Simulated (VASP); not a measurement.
# NbCd3 with and without spin-orbit coupling, part 3 of 3

What does spin-orbit coupling change in NbCd3, and what does it cost? All runs use LDA. Left out of this account: 1 further run (self-consistent run: a reference on another mesh). The start is a cell from a database of measured crystal structures.

VASP 6.6.1, plane waves and PAW; the level of theory is named at each step.

Still holding for the runs below: This run has no spin polarisation. Its electron count is odd, so without a moment it is a metal by construction. The k-mesh is coarse for a metal.

So far. Step 4 (Density of states (LDA)): Of the states within 0.3 eV of the Fermi level, the largest shares in the PAW spheres are Nb d 50 %, Cd p 10 % and Cd d 5 %. The rest lies in smaller channels or between the spheres. Step 5 (Total and projected DOS (LDA + SOC)): The DOS at the Fermi level goes from 1.68 to 1.67 states/eV/cell, a number that is sensitive to the mesh. The run took 3.5 times the core time, with 60 spinor bands against 38.

**6. Full relaxation (LDA)**

This step: LDA; plane waves and PAW (Nb_sv, Cd) (VASP 6.6.1).

Last, the cell itself: ISIF = 3 frees volume, shape and positions, first without the coupling.

Contents of INCAR:

```
SYSTEM = NbCd3
PREC = Accurate
ENCUT = 400
EDIFF = 1E-06
NELM = 100
ISMEAR = -1
SIGMA = 0.05
LREAL = .FALSE.
ALGO = Normal
GGA = CA
NBANDS = 30
LASPH = .TRUE.
LORBIT = 11
LWAVE = .FALSE.
LCHARG = .FALSE.
KPAR = 4
IBRION = 2
NSW = 60
ISIF = 3
EDIFFG = -0.01
```

Contents of POSCAR:

```
NbCd3
1.0
    4.2150000000      0.0000000000      0.0000000000
    0.0000000000      4.2150000000      0.0000000000
    0.0000000000      0.0000000000      4.2150000000
Nb Cd
1 3
Direct
    0.0000000000      0.0000000000      0.0000000000
    0.0000000000      0.5000000000      0.5000000000
    0.5000000000      0.0000000000      0.5000000000
    0.5000000000      0.5000000000      0.0000000000
```

Contents of KPOINTS:

```
Automatic mesh
0
Gamma
6 6 6
0 0 0
```

Potentials, in the order of the species: Nb_sv and Cd (LDA family, release 64).

Run with:

```bash
$ mpirun -np 4 vasp_std
```

What it wrote:

```text
[... set-up lines as in an earlier step ...]
 entering main loop
       N       E                     dE             d eps       ncg     rms          rms(c)
DAV:   1     0.411482258376E+03    0.41148E+03   -0.22728E+04  1200   0.138E+03
DAV:   2     0.114187719488E+01   -0.41034E+03   -0.39907E+03  1308   0.476E+02
DAV:   3    -0.157203032504E+02   -0.16862E+02   -0.16484E+02  1738   0.932E+01
DAV:   4    -0.163332202086E+02   -0.61292E+00   -0.60739E+00  1760   0.144E+01
DAV:   5    -0.163499647152E+02   -0.16745E-01   -0.16733E-01  1744   0.201E+00    0.101E+01
DAV:   6    -0.155931712327E+02    0.75679E+00   -0.20062E+00  1650   0.125E+01    0.630E+00
DAV:   7    -0.154925843913E+02    0.10059E+00   -0.27041E-01  1498   0.367E+00    0.382E+00
DAV:   8    -0.154716964497E+02    0.20888E-01   -0.79190E-02  1678   0.223E+00    0.657E-01
DAV:   9    -0.154695329799E+02    0.21635E-02   -0.69369E-03  1688   0.639E-01    0.183E-01
DAV:  10    -0.154694725623E+02    0.60418E-04   -0.59468E-04  1506   0.185E-01    0.447E-02
DAV:  11    -0.154694735026E+02   -0.94030E-06   -0.33385E-05  1606   0.493E-02    0.984E-03
DAV:  12    -0.154694733751E+02    0.12751E-06   -0.42228E-06  1314   0.188E-02
   1 F= -.15469473E+02 E0= -.15459375E+02  d E =-.154695E+02
 curvature:   0.00 expect dE= 0.000E+00 dE for cont linesearch  0.000E+00
 trial: gam= 0.00000 g(F)=  0.000E+00 g(S)=  0.522E-01 ort = 0.000E+00 (trialstep = 0.100E+01)
 search vector abs. value=  0.522E-01
 bond charge predicted
       N       E                     dE             d eps       ncg     rms          rms(c)
DAV:   1    -0.166382441207E+02   -0.11688E+01   -0.26720E+01  1214   0.545E+01    0.741E+00
DAV:   2    -0.155510260707E+02    0.10872E+01   -0.34320E+00  1310   0.212E+01    0.244E+00
DAV:   3    -0.154728857543E+02    0.78140E-01   -0.32620E-01  1850   0.457E+00    0.165E+00
DAV:   4    -0.154657078659E+02    0.71779E-02   -0.36711E-02  1742   0.110E+00    0.583E-01
DAV:   5    -0.154651532365E+02    0.55463E-03   -0.10163E-02  2194   0.535E-01    0.288E-01
DAV:   6    -0.154658484431E+02   -0.69521E-03   -0.14510E-03  1634   0.291E-01    0.154E-01
DAV:   7    -0.154658799324E+02   -0.31489E-04   -0.72907E-04  1856   0.173E-01    0.184E-02
DAV:   8    -0.154658777369E+02    0.21955E-05   -0.28319E-05  1418   0.370E-02    0.680E-03
DAV:   9    -0.154658773135E+02    0.42346E-06   -0.28735E-06  1222   0.137E-02
   2 F= -.15465877E+02 E0= -.15456261E+02  d E =0.359606E-02
 trial-energy change:    0.003596  1 .order    0.004407   -0.052242    0.061056
 step:   0.4718(harm=  0.4611)  dis= 0.00000  next Energy=   -15.481883 (dE=-0.124E-01)
 bond charge predicted
       N       E                     dE             d eps       ncg     rms          rms(c)
DAV:   1    -0.158001100625E+02   -0.33423E+00   -0.75032E+00  1214   0.295E+01    0.431E+00
DAV:   2    -0.155099277790E+02    0.29018E+00   -0.90910E-01  1430   0.105E+01    0.157E+00
DAV:   3    -0.154847434449E+02    0.25184E-01   -0.73861E-02  1728   0.235E+00    0.118E+00
DAV:   4    -0.154816047281E+02    0.31387E-02   -0.15869E-02  1916   0.648E-01    0.295E-01
DAV:   5    -0.154818224879E+02   -0.21776E-03   -0.96458E-04  1870   0.201E-01    0.170E-01
DAV:   6    -0.154819930379E+02   -0.17055E-03   -0.35137E-04  1758   0.105E-01    0.379E-02
DAV:   7    -0.154820010434E+02   -0.80055E-05   -0.31625E-05  2038   0.358E-02    0.862E-03
DAV:   8    -0.154820014110E+02   -0.36759E-06   -0.22905E-06  1118   0.842E-03
   3 F= -.15482001E+02 E0= -.15472134E+02  d E =-.125280E-01
 curvature:  -0.23 expect dE=-0.753E-07 dE for cont linesearch -0.753E-07
 trial: gam=-0.00250 g(F)=  0.779E-67 g(S)=  0.327E-06 ort = 0.131E-03 (trialstep = 0.894E+00)
 search vector abs. value=  0.102E-09
 reached required accuracy - stopping structural energy minimisation
```

Elapsed: 7.4 s, on 4 MPI ranks of AMD EPYC 9R45, shared host; peak memory 0.54 GiB; 28 s of CPU time.

From OUTCAR (step 6):

```text
   k-points           NKPTS =     20   k-points in BZ     NKDIM =     20   number of bands    NBANDS=     30

   NELECT =      49.0000    total number of electrons

 E-fermi :   5.2729

 k-point     1 :       0.0000    0.0000    0.0000
  band No.  band energies     occupation
    ...
     18      -2.2678      2.00000
     19      -2.2678      2.00000
     20      -2.2678      2.00000
     21       4.3179      2.00000
     22       4.3179      2.00000
     23       5.4317      0.08025
     24       5.4317      0.08025
     25       5.4317      0.08025
     26       6.5939      0.00000
     27       6.5939      0.00000
    ...

  Total       -0.0030058     -0.0030058     -0.0030058      0.0000000     -0.0000000     -0.0000000
  in kB       -0.0656463     -0.0656463     -0.0656463      0.0000000     -0.0000000     -0.0000000
  external PRESSURE =      -0.0656463 kB  Pullay stress =       0.0000000 kB

 POSITION                                       TOTAL-FORCE (eV/Angst)
 -----------------------------------------------------------------------------------
      0.00000      0.00000      0.00000        -0.000000      0.000000      0.000000
      0.00000      2.09309      2.09309         0.000000      0.000000      0.000000
      2.09309      0.00000      2.09309         0.000000      0.000000      0.000000
      2.09309      2.09309      0.00000        -0.000000      0.000000      0.000000
 -----------------------------------------------------------------------------------
    total drift:                                0.000000      0.000000      0.000000

  FREE ENERGIE OF THE ION-ELECTRON SYSTEM (eV)
  ---------------------------------------------------
  free  energy   TOTEN  =       -15.4820014110 eV

  energy  without entropy=      -15.4622671012  energy(sigma->0) =      -15.47213426

 reached required accuracy - stopping structural energy minimisation

[... 6 parts as in an earlier step ...]

[... 10 further parts left out ...]
```

CONTCAR:

```
NbCd3
   1.00000000000000
     4.1861798443324139    0.0000000000000000   -0.0000000000000000
     0.0000000000000000    4.1861798443324139    0.0000000000000000
     0.0000000000000000    0.0000000000000000    4.1861798443324139
  Nb              Cd
     1     3
Direct
     0.0000000000000000    0.0000000000000000    0.0000000000000000
     0.0000000000000000    0.5000000000000000    0.5000000000000000
     0.5000000000000000    0.0000000000000000    0.5000000000000000
     0.5000000000000000    0.5000000000000000    0.0000000000000000
```

The run keeps the 48 symmetry operations of its start, so it cannot find a distortion of lower symmetry.

Relaxation path:

```csv
step,energy less that of the first step (eV),largest force (eV/Å),pressure (GPa),volume (Å³)
1,0.0000,0.0000,-2.57,74.88
2,0.0036,0.0000,3.14,71.68
3,-0.0125,0.0000,-0.01,73.36
```

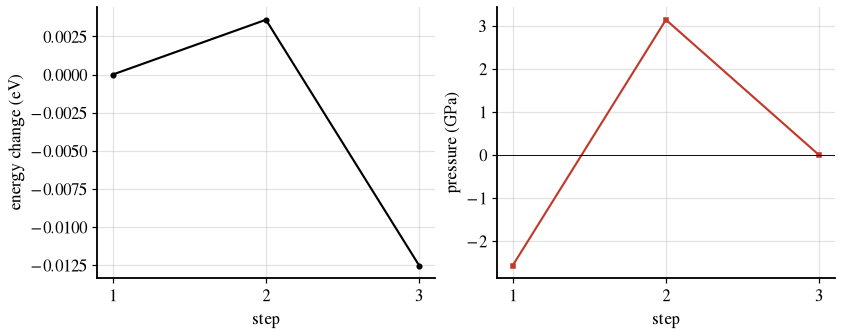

Energy and pressure along the relaxation.

```
conventional cell, symmetrised  before  after  change
                         a (Å)   4.215  4.186  -0.7 %
                         b (Å)   4.215  4.186  -0.7 %
                         c (Å)   4.215  4.186  -0.7 %
              volume (Å³/atom)   18.72  18.34  -2.0 %
```

Final coordinates:

```xyz
4
Lattice="4.1862 0.0000 0.0000 0.0000 4.1862 0.0000 0.0000 0.0000 4.1862" Properties=species:S:1:pos:R:3 pbc="T T T"
Nb    0.0000    0.0000    0.0000
Cd    0.0000    2.0931    2.0931
Cd    2.0931    0.0000    2.0931
Cd    2.0931    2.0931    0.0000
```

Numbers from this step:

```yaml
bands: 30
free_energy_toten: -15.48 eV
energy_at_zero_smearing: -15.47 eV
fermi_energy: 5.273 eV
pressure: -0.006565 GPa
scf_cycles_over_all_ionic_steps: 29
```

It ends with forces that vanish by symmetry and a pressure of -0.01 GPa.

**7. Relaxing cell and atoms (LDA + SOC)**

This step: LDA, spin-orbit coupling; plane waves and PAW (Nb_sv, Cd) (VASP 6.6.1).

The same relaxation with spinors and spin-orbit coupling.

INCAR: that of step 6 with these lines changed.

```diff
@@ -10,4 +10,9 @@
 GGA = CA
-NBANDS = 30
+LNONCOLLINEAR = .TRUE.
+MAGMOM = 0 0 0 0 0 0 0 0 0 0 0 0
+NBANDS = 60
+GGA_COMPAT = .FALSE.
 LASPH = .TRUE.
+LSORBIT = .TRUE.
+LMAXMIX = 4
 LORBIT = 11
```

POSCAR is that of step 6.

KPOINTS is that of step 6.

Run with:

```bash
$ mpirun -np 4 vasp_ncl
```

What it wrote:

```text
[... set-up lines as in an earlier step ...]
 entering main loop
       N       E                     dE             d eps       ncg     rms          rms(c)
[... 13 cycles as in an earlier step ...]
   1 F= -.15663979E+02 E0= -.15653885E+02  d E =-.156640E+02  mag=     0.0000     0.0000     0.0000
 curvature:   0.00 expect dE= 0.000E+00 dE for cont linesearch  0.000E+00
 trial: gam= 0.00000 g(F)=  0.000E+00 g(S)=  0.550E-01 ort = 0.000E+00 (trialstep = 0.100E+01)
 search vector abs. value=  0.550E-01
 bond charge predicted
       N       E                     dE             d eps       ncg     rms          rms(c)
DAV:   1    -0.168785370764E+02   -0.12146E+01   -0.27879E+01  2416   0.561E+01    0.764E+00
DAV:   2    -0.157542707345E+02    0.11243E+01   -0.35606E+00  2608   0.222E+01    0.289E+00
DAV:   3    -0.156694358878E+02    0.84835E-01   -0.35268E-01  3272   0.474E+00    0.197E+00
DAV:   4    -0.156609618556E+02    0.84740E-02   -0.28063E-02  3168   0.114E+00    0.111E+00
DAV:   5    -0.156595866771E+02    0.13752E-02   -0.14437E-02  3976   0.539E-01    0.349E-01
DAV:   6    -0.156602769801E+02   -0.69030E-03   -0.20632E-03  3728   0.262E-01    0.187E-01
DAV:   7    -0.156604797070E+02   -0.20273E-03   -0.69861E-04  3536   0.163E-01    0.670E-02
DAV:   8    -0.156604924679E+02   -0.12761E-04   -0.11442E-04  3108   0.822E-02    0.104E-02
DAV:   9    -0.156604908288E+02    0.16391E-05   -0.75330E-06  2704   0.217E-02    0.426E-03
DAV:  10    -0.156604908057E+02    0.23153E-07   -0.59658E-07  1704   0.644E-03
   2 F= -.15660491E+02 E0= -.15650887E+02  d E =0.348826E-02  mag=    -0.0000     0.0000     0.0000
 trial-energy change:    0.003488  1 .order    0.004769   -0.054979    0.064517
 step:   0.4761(harm=  0.4601)  dis= 0.00000  next Energy=   -15.677206 (dE=-0.132E-01)
 bond charge predicted
       N       E                     dE             d eps       ncg     rms          rms(c)
DAV:   1    -0.160019903736E+02   -0.34150E+00   -0.77011E+00  2416   0.301E+01    0.447E+00
DAV:   2    -0.157072857872E+02    0.29470E+00   -0.92379E-01  2736   0.109E+01    0.180E+00
DAV:   3    -0.156809771420E+02    0.26309E-01   -0.79347E-02  3260   0.239E+00    0.130E+00
DAV:   4    -0.156773387692E+02    0.36384E-02   -0.10102E-02  3360   0.591E-01    0.747E-01
DAV:   5    -0.156770680888E+02    0.27068E-03   -0.33331E-03  4020   0.261E-01    0.232E-01
DAV:   6    -0.156772640133E+02   -0.19592E-03   -0.41250E-04  3540   0.128E-01    0.102E-01
DAV:   7    -0.156773216532E+02   -0.57640E-04   -0.14892E-04  3544   0.792E-02    0.376E-02
DAV:   8    -0.156773246142E+02   -0.29610E-05   -0.19678E-05  3204   0.327E-02    0.546E-03
DAV:   9    -0.156773250690E+02   -0.45480E-06   -0.37420E-06  2872   0.106E-02
   3 F= -.15677325E+02 E0= -.15667467E+02  d E =-.133460E-01  mag=     0.0000     0.0000     0.0000
 curvature:  -0.23 expect dE=-0.832E-06 dE for cont linesearch -0.832E-06
 trial: gam=-0.00805 g(F)=  0.143E-67 g(S)=  0.362E-05 ort = 0.446E-03 (trialstep = 0.895E+00)
 search vector abs. value=  0.339E-09
 reached required accuracy - stopping structural energy minimisation
```

Elapsed: 34 s, on 4 MPI ranks; peak memory 0.97 GiB; 2.2 min of CPU time.

From OUTCAR (step 7):

```text
   NELECT =      49.0000    total number of electrons

 E-fermi :   5.2740

 k-point     1 :       0.0000    0.0000    0.0000
  band No.  band energies     occupation
    ...
     40      -2.1223      1.00000
     41       4.3265      1.00000
     42       4.3265      1.00000
     43       4.3265      1.00000
     44       4.3265      1.00000
     45       5.3944      0.08264
     46       5.3944      0.08264
     47       5.3944      0.08264
     48       5.3944      0.08264
     49       5.4876      0.01377
    ...

  Total       -0.0100041     -0.0100041     -0.0100041      0.0000000      0.0000000     -0.0000000
  in kB       -0.2186509     -0.2186509     -0.2186509      0.0000000      0.0000000     -0.0000000
  external PRESSURE =      -0.2186509 kB  Pullay stress =       0.0000000 kB

 POSITION                                       TOTAL-FORCE (eV/Angst)
 -----------------------------------------------------------------------------------
      0.00000      0.00000      0.00000        -0.000000      0.000000      0.000000
      0.00000      2.09258      2.09258         0.000000      0.000000      0.000000
      2.09258     -0.00000      2.09258         0.000000      0.000000      0.000000
      2.09258      2.09258     -0.00000        -0.000000      0.000000      0.000000
 -----------------------------------------------------------------------------------
    total drift:                                0.000000      0.000000      0.000000

  FREE ENERGIE OF THE ION-ELECTRON SYSTEM (eV)
  ---------------------------------------------------
  free  energy   TOTEN  =       -15.6773250690 eV

  energy  without entropy=      -15.6576098798  energy(sigma->0) =      -15.66746747

 Spin-Orbit-Coupling matrix elements
 Ion:    1  E_soc:     -0.1841016
 Ion:    2  E_soc:     -0.0691521
 Ion:    3  E_soc:     -0.0691521
 Ion:    4  E_soc:     -0.0691521

 magnetization (x)
# of ion       s       p       d       tot
------------------------------------------
    1        0.000   0.000   0.000   0.000
    2       -0.000   0.000  -0.000  -0.000
    3        0.000   0.000   0.000   0.000
    4       -0.000   0.000   0.000  -0.000
--------------------------------------------------
tot          0.000   0.000  -0.000   0.000

 magnetization (y)
# of ion       s       p       d       tot
------------------------------------------
    1       -0.000   0.000  -0.000  -0.000
    2       -0.000  -0.000  -0.000  -0.000
    3        0.000  -0.000   0.000   0.000
    4        0.000   0.000   0.000   0.000
--------------------------------------------------
tot          0.000  -0.000  -0.000  -0.000

 magnetization (z)
# of ion       s       p       d       tot
------------------------------------------
    1       -0.000   0.000   0.000  -0.000
    2       -0.000  -0.000   0.000  -0.000
    3        0.000  -0.000   0.000   0.000
    4        0.000  -0.000   0.000  -0.000
--------------------------------------------------
tot         -0.000  -0.000   0.000  -0.000

[... 8 parts as in an earlier step ...]

[... 10 further parts left out ...]
```

Step by step:

```csv
step,energy less that of the first step (eV),largest force (eV/Å),pressure (GPa),volume (Å³)
1,0.0000,0.0000,-2.64,74.88
2,0.0035,0.0000,3.24,71.59
3,-0.0133,0.0000,-0.02,73.31
```

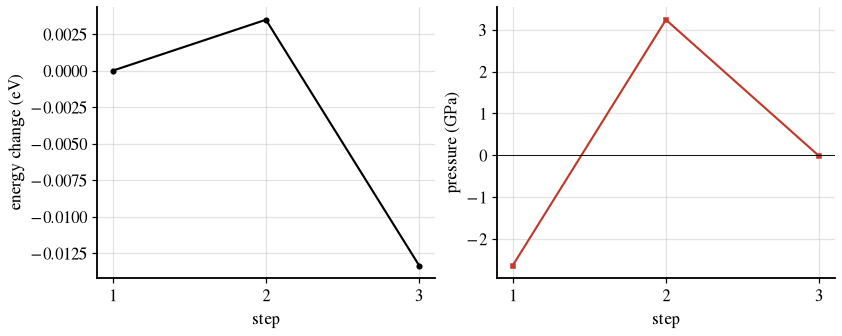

Energy and pressure along the relaxation.

```
conventional cell, symmetrised  before  after  change
                         a (Å)   4.215  4.185  -0.7 %
                         b (Å)   4.215  4.185  -0.7 %
                         c (Å)   4.215  4.185  -0.7 %
              volume (Å³/atom)   18.72  18.33  -2.1 %
```

The relaxed structure:

```xyz
4
Lattice="4.1852 0.0000 0.0000 0.0000 4.1852 0.0000 0.0000 0.0000 4.1852" Properties=species:S:1:pos:R:3 pbc="T T T"
Nb    0.0000    0.0000    0.0000
Cd    0.0000    2.0926    2.0926
Cd    2.0926    0.0000    2.0926
Cd    2.0926    2.0926    0.0000
```

Numbers from this step:

```
bands                           : 60
free energy (TOTEN)             : -15.68 eV
energy at zero smearing         : -15.67 eV
Fermi energy                    : 5.274 eV
pressure                        : -0.02187 GPa
SCF cycles over all ionic steps : 32
```

On-site spin-orbit energy by atom:

| atom | on-site spin-orbit energy (eV) |
| --- | --- |
| Nb1 | -0.184 |
| Cd2 | -0.069 |
| Cd3 | -0.069 |
| Cd4 | -0.069 |

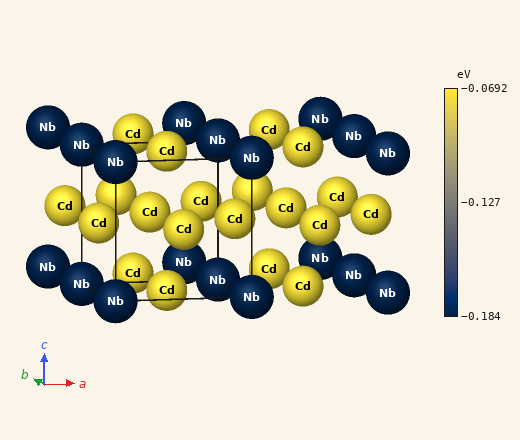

Atoms coloured by on-site spin-orbit energy. 2×2×1 cells are drawn. Some periodic images of atoms are drawn too.

The cell ends at 18.33 Å³/atom, -0.1 % from the run without the coupling. The run took 4.6 times the core time, with 60 spinor bands against 30.

**8. The runs together**

```
                               quantity  without  with spin-orbit coupling
                               gap (eV)     none                      none
                    core minutes, bands     0.81                       3.4
DOS at the Fermi level (states/eV/cell)     1.68                      1.67
                      core minutes, DOS     0.27                      0.92
               relaxed volume (Å³/atom)    18.34                     18.33
               core minutes, relaxation     0.49                       2.3
```

**9. Outcome**

* gap (eV), without → with: none → none
* DOS at the Fermi level (states/eV/cell), without → with: 1.68 → 1.67
* relaxed volume (Å³/atom), without → with: 18.34 → 18.33

**Reading.** NbCd3 has no gap with or without spin-orbit coupling. The relaxed volume moves by -0.1 %. The spinor runs cost 3.5 to 4.6 times as much, on a shared host. The k-sampling is coarse for a metal, so the Fermi level, pressures and the shape of the cell carry errors. With an odd electron count and no spin the cell is a metal by construction.

[Lines on the potential files, build, host, timing and source positions are cut from VASP's logs without a mark.]

[Logs are printed without paths, hosts, clocks, repeated set-up lines and the standing remarks that a program may print on its own settings, such as how far it seeks lower states.]

[Hosts, paths, dates, database ids (printed as entryN), source tags and the programs' standing remarks are cut or masked in the printed files.]

[A measured line is paired with the nearest computed mode of its activity, which favours agreement.]
